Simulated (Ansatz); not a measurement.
**Si2H3OF (SMILES F[Si]O[SiH3]): HF/3-21G**

What is the vertical singlet–triplet gap of Si2H3OF at HF/3-21G? 

Program for the calculation: Ansatz 0.2.0.

57 further runs of the same task are left out: 57 set aside as unsound or not needed.

**1. The molecule**

Si2H3OF: 7 atoms, total charge 0, spin state singlet. SMILES: `F[Si]O[SiH3]`. Geometry: relaxed at PBE0-D4/def2-TZVP. This is one conformer, not always the lowest.

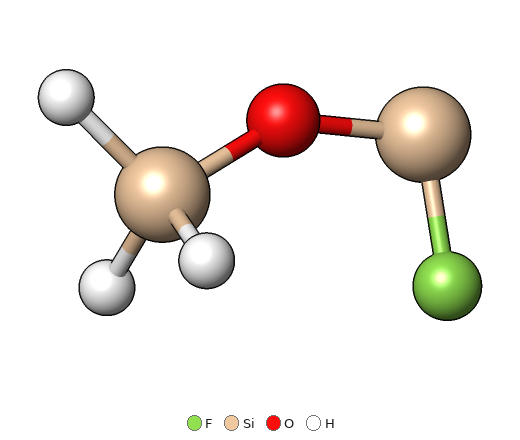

Viewed from a chosen angle; fluorine green, silicon light orange, oxygen red, hydrogen white.

**2. A single-point energy at HF/3-21G**

input.yaml

```yaml
crystal:
  periodic: [false, false, false]
  atoms:
    - symbol: F
      position_ang: [0.639300, -1.829500, 1.608700]
    - symbol: Si
      position_ang: [-0.428700, -2.165500, 0.441500]
    - symbol: O
      position_ang: [-0.538300, -0.736500, -0.334600]
    - symbol: Si
      position_ang: [-0.025600, 0.837100, -0.406700]
    - symbol: H
      position_ang: [-0.705100, 1.480700, -1.555500]
    - symbol: H
      position_ang: [-0.385700, 1.537800, 0.850000]
    - symbol: H
      position_ang: [1.444000, 0.875800, -0.603300]
basis:
  gaussian:
    orbitals: 3-21G.json
output: {orbitals: {seedname: orbitals}}
hamiltonian:
  xc: hf
accuracy: high
```

The basis set 3-21G is read from a file made from the Basis Set Exchange's data (not shown).

On the command line:

```bash
$ ansatz run input.yaml --threads 1 --pin off --max-ram 3480MiB --events-out events.jsonl --progress --plain --runs-dir runs
```

Log:

```text
Warning: RAYON_NUM_THREADS=1 ignored (pool sized by the plan → 1); use --threads N
Functional definition: HF
  name "HF"
  exchange = exact_x
  correlation = 0
1115 factors; integrals over basis functions are off by at most 3.5e-9 eV
mean field evaluation 1: about -20406.1175 eV, gradient 3.8e1 eV
mean field evaluation 2: about -20406.4141 eV, gradient 3.9e1 eV
mean field evaluation 4: about -20409.0643 eV, gradient 2.1e0 eV
mean field evaluation 8: about -20409.1016 eV, gradient 2.0e-1 eV
mean field evaluation 16: about -20409.1019 eV, gradient 3.6e-8 eV
mean field -20409.10192769 eV, -750.0206620565 hartree, gradient 3.6e-8 eV, S^2 0.000000; 0 other end points of the search recorded, 0 dependent functions left out
reference -20409.10192769 eV, -750.0206620565 hartree; 24, 24 occupied and 26, 26 virtual orbitals, 1115 factors
Total energy: -20409.10192769 eV, -750.0206620565 hartree
```

Run time: 0.52 s. Hardware: 1 thread of Arm Neoverse V2, shared host; peak memory 0.11 GiB.

**3. The triplet at the same level**

molecule.yaml

```yaml
crystal:
  periodic: [false, false, false]
  atoms:
    - {symbol: F, position_ang: [0.639300, -1.829500, 1.608700]}
    - {symbol: Si, position_ang: [-0.428700, -2.165500, 0.441500]}
    - {symbol: O, position_ang: [-0.538300, -0.736500, -0.334600]}
    - {symbol: Si, position_ang: [-0.025600, 0.837100, -0.406700]}
    - {symbol: H, position_ang: [-0.705100, 1.480700, -1.555500]}
    - {symbol: H, position_ang: [-0.385700, 1.537800, 0.850000]}
    - {symbol: H, position_ang: [1.444000, 0.875800, -0.603300]}
basis:
  gaussian:
    orbitals: 3-21G.json
hamiltonian:
  xc: hf
magnetization:
  spin_polarized: true
  initial_magnetization: 2
output: {orbitals: {seedname: orbitals}}
accuracy: high
```

The basis set 3-21G is read from a file made from the Basis Set Exchange's data (not shown).

On the command line:

```bash
$ ansatz run molecule.yaml --threads 1 --pin off --max-ram 3480MiB --events-out events.jsonl --progress --plain --runs-dir runs
```

Log:

```text
Warning: RAYON_NUM_THREADS=1 ignored (pool sized by the plan → 1); use --threads N
[... 4 set-up lines as earlier in the session ...]
1115 factors; integrals over basis functions are off by at most 3.5e-9 eV
mean field evaluation 1: about -20403.7039 eV, gradient 2.5e1 eV
mean field evaluation 2: about -20403.7129 eV, gradient 2.5e1 eV
mean field evaluation 4: about -20406.2934 eV, gradient 2.1e0 eV
mean field evaluation 8: about -20406.3579 eV, gradient 1.8e-1 eV
mean field -20406.35850747 eV, -749.9198432228 hartree, gradient 5.7e-8 eV, S^2 2.002799; 0 other end points of the search recorded, 0 dependent functions left out
reference -20406.35850747 eV, -749.9198432228 hartree; 25, 23 occupied and 25, 27 virtual orbitals, 1115 factors
Total energy: -20406.35850747 eV, -749.9198432228 hartree
```

Run time: 0.83 s. Hardware: 1 thread of Arm Neoverse V2, shared host; peak memory 0.14 GiB.

**4. What came out**

At HF/3-21G:

```
                                        quantity          value
                           singlet: total energy  -750.02066 Eh
                            singlet: HOMO energy      -10.15 eV
                            singlet: LUMO energy        1.67 eV
                          singlet: HOMO–LUMO gap       11.82 eV
                           triplet: total energy  -749.91984 Eh
     triplet: HOMO energy (highest over α and β)       -7.16 eV
      triplet: LUMO energy (lowest over α and β)       -0.77 eV
                                   triplet: ⟨S²⟩          2.003
vertical energy of the triplet above the singlet       2.743 eV
```

At this shape the triplet lies 2.74 eV (63 kcal/mol) above the singlet.
